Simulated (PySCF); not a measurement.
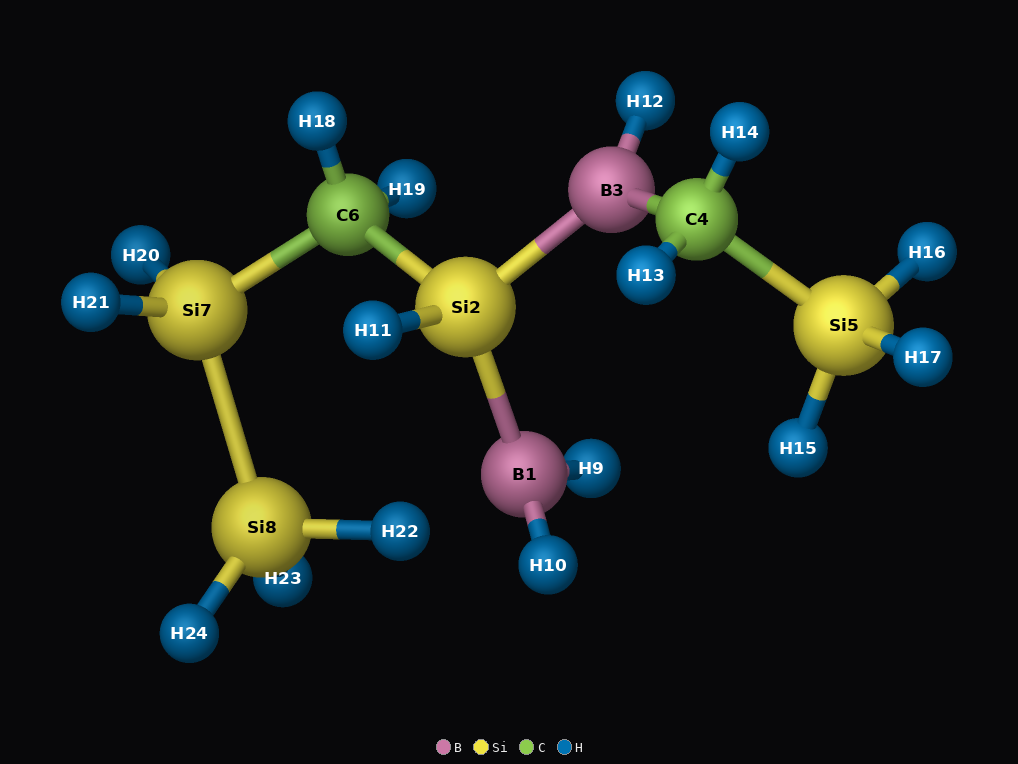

Computed geometry: GFN2-xTB optimisation. No frequency run is at hand to confirm it as a minimum. Electric field gradients from the ground-state density, PBE0/pcSseg-1 (PySCF 2.14.0), non-relativistic apart from any core potentials.

Give the largest field-gradient component, the quadrupole coupling constant and the asymmetry for 11B at B1 (Q = 40.59 mb), 11B at B3 (Q = 40.59 mb), 2H at H9 (Q = 2.86 mb), 2H at H10 (Q = 2.86 mb), 2H at H11 (Q = 2.86 mb), 2H at H12 (Q = 2.86 mb).

```tsv
atom	V_zz (a.u.)	e²qQ/h (MHz)	η
B1	0.489	4.67	0.08
B3	0.585	5.58	0.02
H9	0.234	0.157	0.13
H10	0.237	0.159	0.12
H11	0.143	0.096	0.04
H12	0.235	0.158	0.12
```

The geometry is semi-empirical. Around B, Si such bond lengths and angles can be off by a tenth of an ångström or more and by several degrees, and values that hang on the shape move with them.
